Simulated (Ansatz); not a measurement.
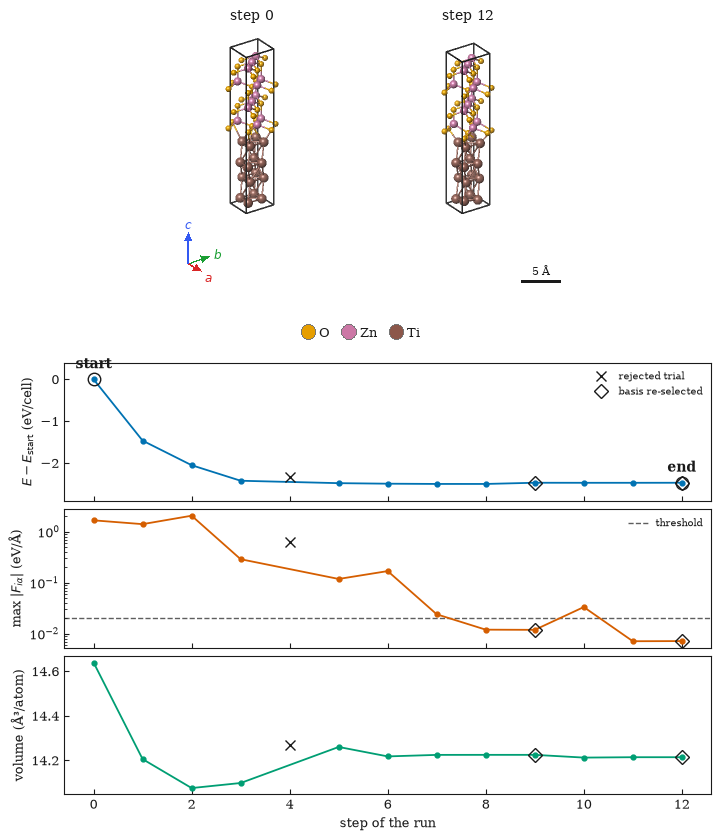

First and last geometry of a relaxation of an interface cell of composition Ti$_{4}$Zn$_{3}$O$_{3}$, with the history of the run. The picture is a ball-and-stick view of the cell of the calculation (origin shifted), seen slightly off an axis.

Case: film shifted by (0, 0) in the plane.

The calculation used Ansatz, DFT PBE, scalar-relativistic, plane waves, PAW.

Input
```yaml
crystal:
  lattice:
    - [5.680217882, 0.0, 0.0]
    - [-2.840108941, 4.9192129848, 0.0]
    - [0.0, 0.0, 20.9569655006]
  atoms:
    - { symbol: O, position: [0.6666666667, 0.6666666667, 0.023858416] }
    - { symbol: O, position: [0.3333333333, 0.0, 0.023858416] }
    - { symbol: O, position: [0.0, 0.3333333333, 0.023858416] }
    - { symbol: Zn, position: [0.3333333333, 0.3333333333, 0.054395658] }
    - { symbol: Zn, position: [0.0, 0.6666666667, 0.054395658] }
    - { symbol: Zn, position: [0.6666666667, 0.0, 0.054395658] }
    - { symbol: O, position: [0.3333333333, 0.3333333333, 0.1501441242] }
    - { symbol: O, position: [0.0, 0.6666666667, 0.1501441242] }
    - { symbol: O, position: [0.6666666667, 0.0, 0.1501441242] }
    - { symbol: Zn, position: [0.6666666667, 0.6666666667, 0.1806813662] }
    - { symbol: Zn, position: [0.3333333333, 0.0, 0.1806813662] }
    - { symbol: Zn, position: [0.0, 0.3333333333, 0.1806813662] }
    - { symbol: O, position: [0.6666666667, 0.6666666667, 0.2764298324] }
    - { symbol: O, position: [0.3333333333, 0.0, 0.2764298324] }
    - { symbol: O, position: [0.0, 0.3333333333, 0.2764298324] }
    - { symbol: Zn, position: [0.3333333333, 0.3333333333, 0.3069670744] }
    - { symbol: Zn, position: [0.0, 0.6666666667, 0.3069670744] }
    - { symbol: Zn, position: [0.6666666667, 0.0, 0.3069670744] }
    - { symbol: O, position: [0.3333333333, 0.3333333333, 0.4027155406] }
    - { symbol: O, position: [0.0, 0.6666666667, 0.4027155406] }
    - { symbol: O, position: [0.6666666667, 0.0, 0.4027155406] }
    - { symbol: Zn, position: [0.6666666667, 0.6666666667, 0.4332527826] }
    - { symbol: Zn, position: [0.3333333333, 0.0, 0.4332527826] }
    - { symbol: Zn, position: [0.0, 0.3333333333, 0.4332527826] }
    - { symbol: Ti, position: [0.0, 0.3333333333, 0.5706772585] }
    - { symbol: Ti, position: [-0.5, 0.3333333333, 0.5706772585] }
    - { symbol: Ti, position: [0.0, 0.8333333333, 0.5706772585] }
    - { symbol: Ti, position: [-0.5, 0.8333333333, 0.5706772585] }
    - { symbol: Ti, position: [-0.6666666667, 0.5, 0.6849956838] }
    - { symbol: Ti, position: [-0.1666666667, 0.5, 0.6849956838] }
    - { symbol: Ti, position: [-0.6666666667, 1.0, 0.6849956838] }
    - { symbol: Ti, position: [-0.1666666667, 1.0, 0.6849956838] }
    - { symbol: Ti, position: [0.0, 0.3333333333, 0.799314109] }
    - { symbol: Ti, position: [-0.5, 0.3333333333, 0.799314109] }
    - { symbol: Ti, position: [0.0, 0.8333333333, 0.799314109] }
    - { symbol: Ti, position: [-0.5, 0.8333333333, 0.799314109] }
    - { symbol: Ti, position: [-0.6666666667, 0.5, 0.9136325343] }
    - { symbol: Ti, position: [-0.1666666667, 0.5, 0.9136325343] }
    - { symbol: Ti, position: [-0.6666666667, 1.0, 0.9136325343] }
    - { symbol: Ti, position: [-0.1666666667, 1.0, 0.9136325343] }
basis:
  ecutwfc: 420
kpoints:
  mp_grid: { grid: [6, 6, 2] }
hamiltonian:
  xc: pbe
scf:
  occupations: { method: gaussian, width: 0.1 }
output:
  forces: true
  stress: true
  eigenvalues: true
  populations: true
  write_density: true
  write_potential: true
  elf: true
  volumetric_format: npy
relax:
  adjacent_minimum: "off"
  f_tol: 0.02
  max_steps: 70
  cell: { fix: [a, b, gamma, alpha, beta], stress_tol: 0.15 }
```

Launched with:
```bash
ansatz run input.yaml --threads 8 --pin off --max-ram 20480MiB --backend cpu --events-out ev --progress --plain --runs-dir out
```

> What do the curves and the structures tell?

It converged. The atom that moves furthest relative to the cell is O1 (0.62 Å along −c). By element the largest moves are O 0.62 Å, Zn 0.30 Å, Ti 0.27 Å. Cell: a = b unchanged at 5.680 Å, c 20.957 → 20.349 Å (−2.9 %). Volume −2.9 %. Some distances before and after: O1–Ti37 2.833 → 2.260 Å, O3–Ti37 2.833 → 2.266 Å, O2–Ti39 2.310 → 1.925 Å, Ti25–Ti29 2.903 → 2.677 Å. Bond angles that change, for instance: Zn4–O1–Zn5 110.3° → 95.5°, O1–Zn4–O7 108.7° → 121.8°, Zn4–O3–Zn5 110.3° → 97.4°. After 9 accepted moves (12 points after the start) the energy has fallen by 2.469 eV per cell of the calculation. The largest force component goes from 1.7 to 0.0072 eV/Å. The pressure goes from −0.39 to 1.18 GPa. The line search rejected the trial step at point 4 of the run. At 2 points the geometry stayed and the basis and grid were re-selected for the new cell (energy shift of 28.6 meV per cell of the calculation at most each time).
